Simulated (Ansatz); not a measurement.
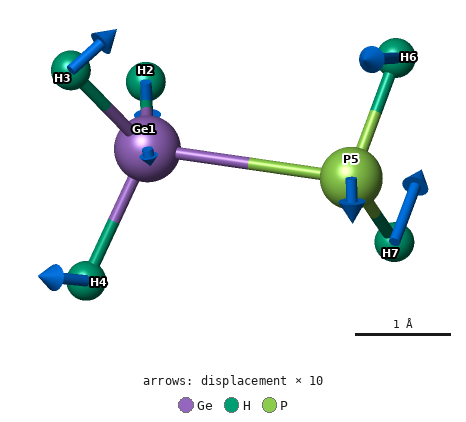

A relaxation of GePH5. The starting structure is drawn; blue arrows show the displacements, 10 times their true length. The two geometries are superimposed by the best rigid fit.

The picture is a ball-and-stick view, seen at a tilt.

It is one of the separated products of a reaction.

All numbers below come from RKS PBE0-D4/def2-TZVP (Ansatz 0.2.0). Set-up: force threshold 0.005 eV/Å; at most 200 steps.

> What happened in the run?

H7 moves most after the best rigid fit: 0.10 Å. Largest moves by element: H 0.10 Å, P 0.05 Å, Ge 0.02 Å. The energy falls by 0.06 kcal/mol in 6 geometry steps. The largest force component goes from 0.084 to 0.0025 eV/Å. The forces were under the threshold at step 3, but the run went on from there. Cost: 6.5 s on 4 threads of Arm Neoverse V2, on a shared host.
